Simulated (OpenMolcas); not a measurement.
# BClF$_{2}$: single-point calculation (part 1 of 3)

System: BClF$_{2}$, multiplicity 3.
Method: M06-L/aug-cc-pVDZ, UKS (OpenMolcas 26.06).

The geometry is that of the parent species in another charge or spin state. The geometry comes from this level: PBE0-D4/def2-TZVP.

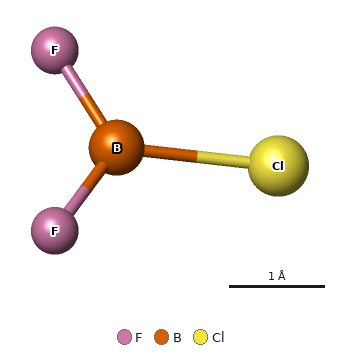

Fig. 1: The input geometry (ball-and-stick view, seen at a tilt). Bond lengths as drawn: B–Cl 1.74 Å and B–F 1.31 Å.

### The input
```
&GATEWAY
  BASLIB = $CurrDir
  COORD = input.xyz
  BASIS = aug-cc-pVDZ
  GROUP = NoSym

&SEWARD
  GRIDINPUT
  Grid=UltraFine
  End of Grid

&SCF
  UHF
  SPIN = 3
  KSDFT = M06L
  THRESHOLDS = 1e-10 1e-07 1e-07 1e-05
  PRORBITALS = 1 2
```

### File input.xyz
```
4

F     -0.173700    -1.254300    -0.546300
B     -0.067100    -0.041300    -0.062000
F     -1.011600     0.830100    -0.317700
Cl     1.307900     0.405300     0.905700
```

Launch command:
```bash
export MOLCAS_MEM=1860
pymolcas job.inp > job.log
```

### Output
```
--- Start Module: gateway ---

                                              &GATEWAY

                       available to each process: 1.9 GB of memory, 1 thread

 Basis Set     1 Label: F.AUG-CC-PVDZ
 Basis set is read from library:.
 basistype.tbl is not found

 Basis Set     2 Label: B.AUG-CC-PVDZ
 Basis set is read from library:.
 basistype.tbl is not found

 Basis Set     3 Label: F.AUG-CC-PVDZ
 Basis set is read from library:.
 basistype.tbl is not found

 Basis Set     4 Label: CL.AUG-CC-PVDZ
 Basis set is read from library:.
 basistype.tbl is not found

++    Symmetry information:
      ---------------------

                    Character Table for C1

                             E
                    a        1  x, y, xy, Rz, z, xz, Ry, yz, Rx, I
--

++    Basis set information:
      ----------------------

      Basis set label: F.AUG-CC-PVDZ.........

      Electronic valence basis set:
      ------------------
      Associated Effective Charge   9.000000 au
      Associated Actual Charge      9.000000 au
      Nuclear Model: Point charge

      Shell  nPrim  nBasis  Cartesian Spherical Contaminant
         s      10       4        X
         p       5       3        X
         d       2       2                 X

      Basis set label: B.AUG-CC-PVDZ.........

      Electronic valence basis set:
      ------------------
      Associated Effective Charge   5.000000 au
      Associated Actual Charge      5.000000 au
      Nuclear Model: Point charge

      Shell  nPrim  nBasis  Cartesian Spherical Contaminant
         s      10       4        X
         p       5       3        X
         d       2       2                 X

      Basis set label: F.AUG-CC-PVDZ.........

      Electronic valence basis set:
      ------------------
      Associated Effective Charge   9.000000 au
      Associated Actual Charge      9.000000 au
      Nuclear Model: Point charge

      Shell  nPrim  nBasis  Cartesian Spherical Contaminant
         s      10       4        X
         p       5       3        X
         d       2       2                 X

      Basis set label: CL.AUG-CC-PVDZ.........

      Electronic valence basis set:
      ------------------
      Associated Effective Charge  17.000000 au
      Associated Actual Charge     17.000000 au
      Nuclear Model: Point charge

      Shell  nPrim  nBasis  Cartesian Spherical Contaminant
         s      13       5        X
         p       9       4        X
         d       2       2                 X
--

++    Molecular structure info:
      -------------------------

                    ************************************************
                    **** Cartesian Coordinates / bohr, angstrom ****
                    ************************************************

     Center  Label                x              y              z                     x              y              z
        1      F1              -0.328245      -2.370283      -1.032357             -0.173700      -1.254300      -0.546300
        2      B2              -0.126801      -0.078046      -0.117163             -0.067100      -0.041300      -0.062000
        3      F3              -1.911647       1.568662      -0.600366             -1.011600       0.830100      -0.317700
        4      CL4              2.471573       0.765906       1.711525              1.307900       0.405300       0.905700

                    ***************************************
                    *    InterNuclear Distances / bohr    *
                    ***************************************

               1 F1            2 B2            3 F3            4 CL4
    1 F1       0.000000
    2 B2       2.476391        0.000000
    3 F3       4.267208        2.476047        0.000000
    4 CL4      5.020314        3.287537        5.020147        0.000000

                    *******************************************
                    *    InterNuclear Distances / angstrom    *
                    *******************************************

               1 F1            2 B2            3 F3            4 CL4
    1 F1       0.000000
    2 B2       1.310450        0.000000
    3 F3       2.258109        1.310267        0.000000
    4 CL4      2.656636        1.739690        2.656547        0.000000

                    **************************************
                    *    Valence Bond Angles / degree    *
                    **************************************
                          Atom centers                 Phi
                      1 F1       2 B2       3 F3       119.00
--

            Nuclear Potential Energy            142.13630072 au

--- Stop Module: gateway /rc=_RC_ALL_IS_WELL_ ---

--- Start Module: seward ---

                                              &SEWARD

                       available to each process: 1.9 GB of memory, 1 thread

               SEWARD will generate:
                  Multipole Moment integrals up to order  2
                  Kinetic Energy integrals
                  Nuclear Attraction integrals (point charge)
                  One-Electron Hamiltonian integrals
                  Velocity integrals
                  Orbital angular momentum around (  0.5058   0.1273   0.3280 )
                  Velocity quadrupole around (  0.5058   0.1273   0.3280 )
                  Two-Electron Repulsion integrals

                   Integrals are discarded if absolute value <: 1.00E-14
                   Integral cutoff threshold is set to       <: 1.00E-16

            Nuclear Potential Energy            142.13630072 au

      Basis set specifications :
      Symmetry species         a
      Basis functions           96

--- Stop Module: seward /rc=_RC_ALL_IS_WELL_ ---
--- Module seward spent 2 seconds ---

--- Start Module: scf ---

                                                &SCF

                       available to each process: 1.9 GB of memory, 1 thread

++    Input section:
      --------------

      Header of the integral files:

      Cartesian coordinates in angstrom:
      -----------------------------------------------------
      No.  Label        X            Y            Z
      -----------------------------------------------------
       1   F1        -0.17370000  -1.25430000  -0.54630000
       2   B2        -0.06710000  -0.04130000  -0.06200000
       3   F3        -1.01160000   0.83010000  -0.31770000
       4   CL4        1.30790000   0.40530000   0.90570000
      -----------------------------------------------------
      Nuclear repulsion energy =  142.13630072
--

++    Orbital specifications:
      -----------------------

      Symmetry species               1
                                     a
      Frozen orbitals                0
      Start temperature = 0.500
      End temperature   = 0.010
      Temperature Factor= 0.460
      Deleted orbitals               0
      Total number of orbitals      96
      Number of basis functions     96
--

      Molecular charge                           0.000

      Numerical integration parameters
      --------------------------------
      Radial quadrature type:                         MHL
      Size of radial grid:                            99
      Lebedev angular grid:                           41
      Angular grid pruned with the crowding factor:  1.00E+10
                                 and fading factor:  1.00E+01
      Screening threshold for integral computation:   1.00E-11
      Radial quadrature accuracy:                     1.00E-25
      Maximum batch size:                             128
      AO values are stored on disk
      The same grid will be used for all iterations.

      DFT functional specifications
      -----------------------------
      Using Libxc version: 6.2.2
      Please cite the following reference:
      S. Lehtola, C. Steigemann, M. J.T. Oliveira, and M. A.L. Marques.,  SoftwareX 7, 1–5 (2018) doi:10.1016/j.softx.2017.11.002

      * Minnesota M06-L exchange functional
      * Minnesota M06-L correlation functional
        - Y. Zhao and D. G. Truhlar.,  Theor. Chem. Acc. 120, 215 (2008) doi:10.1007/s00214-007-0310-x

++    Optimization specifications:
      ----------------------------

      SCF Algorithm: Conventional USCF
      D(i)-D(i-1) density differences are used
      Number of density matrices in core                 5
      Maximum number of NDDO SCF iterations            400
      Maximum number of HF SCF iterations              400
      Threshold for SCF energy change             1.00E-10
      Threshold for density matrix                1.00E-07
      Threshold for Fock matrix                   1.00E-07
      Threshold for linear dependence             1.00E-09
      Threshold at which DIIS is turned on        1.50E-01
      Maximum depth in the DIIS procedure                5
      Maximum depth in the BFGS Hessian update          30
      Threshold at which QNR/C2DIIS is turned on  7.50E-02
      Threshold for Norm(delta) (QNR/C2DIIS)      1.00E-05
      All orbitals punched on: UHFORB
--

      Input vectors read from INPORB
      Orbital file label: *Guess orbitals

++ Convergence information
                               UHF M06L       iterations: Energy and convergence statistics

Iter     Tot. M06L       One-elec.       Two-elec.     Energy      Max Dij or  Max Fij      DNorm      TNorm      AccCon     Time
         Energy          Energy          Energy        Change      Delta Norm                                                in Sec.
   1  -681.517254826 -1276.193483279   452.539927734   0.00E+00    2.90E-01*   4.72E-01*    1.35E+01   1.94E+02   None         3.
   2  -678.706633154 -1239.825636111   418.982702237   2.81E+00*   2.90E-01*   1.31E-13     2.35E+02   1.85E+02   EDIIS        3.
   3  -683.217923510 -1273.509514176   448.155289947  -4.51E+00*   6.80E-01*   3.33E-01*    2.79E+01   1.91E+02   EDIIS        3.
   4  -681.544832034 -1282.675711576   458.994578823   1.67E+00*   1.78E-01*   2.20E-01*    3.08E+01   1.97E+02   EDIIS        3.
   5  -684.473152420 -1282.559905168   455.950452028  -2.93E+00*   2.83E-01*   1.27E-01*    2.18E+01   1.95E+02   EDIIS        3.
   6  -684.291372543 -1281.894410892   455.466737629   1.82E-01*   7.89E-02*   8.38E-02*    2.89E+00   1.95E+02   EDIIS        3.
   7  -684.574205155 -1281.789968872   455.079462998  -2.83E-01*   5.64E-01*   4.65E-02*    2.02E+00   1.95E+02   EDIIS        3.
   8  -684.413504269 -1281.556505738   455.006700749   1.61E-01*   1.93E-01*   3.15E-02*    1.87E+00   1.94E+02   EDIIS        3.
   9  -684.584775415 -1282.142444428   455.421368294  -1.71E-01*   3.05E-01*   1.35E-02*    1.13E+00   1.95E+02   EDIIS        3.
  10  -684.593058540 -1282.219826101   455.490466841  -8.28E-03*   1.00E-01*   1.46E-02*    6.16E-01   1.95E+02   EDIIS        3.

       Fermi aufbau procedure completed!
      nOcc(alpha)=   21
      nOcc(beta) =   19

  11  -684.597196921 -1281.826137343   455.092639703  -4.14E-03*   5.33E-02*   2.66E-03*    2.12E-01   1.95E+02   c2DIIS       3.
  12  -684.598317842 -1282.078001419   455.343382857  -1.12E-03*   3.18E-01*   7.38E-03*    1.07E-01   1.95E+02   QNRc2DIIS    3.
  13  -684.593148526 -1282.152633929   455.423184683   5.17E-03*   2.27E-01*   2.78E-02*    4.23E-01   1.95E+02   QNRc2DIIS    3.
  14  -684.598545424 -1281.983822992   455.248976848  -5.40E-03*   1.66E-02*   1.62E-03*    3.08E-01   1.95E+02   QNRc2DIIS    3.
  15  -684.598583408 -1282.014451768   455.279567640  -3.80E-05*   1.89E-02*   1.51E-03*    2.77E-02   1.95E+02   QNRc2DIIS    3.
  16  -684.598603947 -1282.060883698   455.325979031  -2.05E-05*   3.10E-03*   3.93E-04*    3.19E-02   1.95E+02   QNRc2DIIS    3.
  17  -684.598605296 -1282.050080840   455.315174824  -1.35E-06*   3.55E-03*   2.43E-04*    6.17E-03   1.95E+02   QNRc2DIIS    3.
  18  -684.598605682 -1282.042076404   455.307170002  -3.86E-07*   6.70E-04*   7.77E-05*    6.26E-03   1.95E+02   QNRc2DIIS    3.
  19  -684.598605780 -1282.046601151   455.311694652  -9.73E-08*   2.17E-04*   1.28E-05*    1.51E-03   1.95E+02   QNRc2DIIS    3.
  20  -684.598605782 -1282.046410450   455.311503948  -2.58E-09*   5.36E-05*   3.37E-06*    4.59E-04   1.95E+02   QNRc2DIIS    3.
  21  -684.598605783 -1282.046428114   455.311521612  -3.11E-10*   1.90E-05*   9.19E-07*    1.43E-04   1.95E+02   QNRc2DIIS    3.
  22  -684.598605783 -1282.046449484   455.311542981  -1.43E-11    6.40E-06    4.87E-07*    3.69E-05   1.95E+02   QNRc2DIIS    3.
  23  -684.598605783 -1282.046449535   455.311543033   5.68E-13*   3.11E-06    2.71E-07*    2.21E-05   1.95E+02   QNRc2DIIS    3.
  24  -684.598605783 -1282.046449881   455.311543378  -1.36E-12    5.37E-07    9.65E-08     1.17E-05   1.95E+02   QNRc2DIIS    3.

       Convergence after  24 Iterations
--

 *****************************************************************************************************************************
 *                                             SCF/KS-DFT Program, Final results                                             *
 *                                                       Final Results                                                       *
 *****************************************************************************************************************************

::    Total KS-DFT energy                            -684.5986057827
      One-electron energy                           -1282.0464498806
      Two-electron energy                             455.3115433783
      Nuclear repulsion energy                        142.1363007196
      Kinetic energy (interpolated)                   683.2099223065
      Virial theorem                                    1.0020325868
      Total spin, S(S+1)                                2.0060130224
      Total spin, S                                     1.0020030035
      Max non-diagonal density matrix element           0.0000002365
      Max non-diagonal Fock matrix element              0.0000000420

      All orbitals with orbital energies smaller than  E(LUMO)+0.5 are printed

++    Molecular orbitals:
      -------------------

      Title: UKS-DFT orbitals (alpha)

      Molecular orbitals for symmetry species 1: a
```
